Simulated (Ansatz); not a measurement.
Density of states of NaCd2 (Fd-3m, 6 atoms in the cell).

```
NaCd2
1.0
    0.00000     4.28835     4.28835
    4.28835     0.00000     4.28835
    4.28835     4.28835     0.00000
Cd Na
4 2
Direct
  0.12500   0.12500   0.12500
  0.62500   0.12500   0.12500
  0.12500   0.62500   0.12500
  0.12500   0.12500   0.62500
  0.75000   0.75000   0.75000
  0.50000   0.50000   0.50000
```

Method: PBE (plane waves, PAW; Ansatz, a quantum-chemistry and plane-wave program).

SCF settings: basis.ecutwfc = 420 eV; kpoints.mp_grid.grid = 5 5 5; hamiltonian.xc = pbe; hamiltonian.pseudopotentials = {kind: paw} (the program's default PAW files); scf.occupations.method = gaussian; scf.occupations.width = 0.136 eV. Keys of the DOS step: output.dos.nscf_kmesh.grid = 8 8 8.

The starting cell was generated: these elements placed on a structure prototype, without a prior relaxation; it need not be a known phase or ordering of this composition.

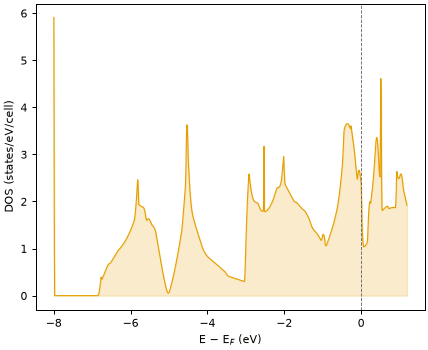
Total density of states, both spins summed.

Total DOS (both spins), as means of the tabulated values in each energy bin; the zero is the program's Fermi level or highest filled level, and the curve is cut to this window:

(E (eV), states/eV/cell): (-7.80, 0.20); (-7.40, 0.00); (-7.00, 0.01); (-6.60, 0.59); (-6.20, 1.10); (-5.80, 1.82); (-5.40, 1.35); (-5.00, 0.33); (-4.60, 1.92); (-4.20, 1.23); (-3.80, 0.69); (-3.40, 0.42); (-3.00, 1.25); (-2.60, 1.91); (-2.20, 2.25); (-1.80, 2.12); (-1.40, 1.67); (-1.00, 1.23); (-0.60, 2.18); (-0.20, 3.14); (0.20, 1.86); (0.60, 2.32); (1.00, 2.23)

Around zero the curve holds about 1.9 states/eV/cell.

Keys are those of Ansatz 0.2.
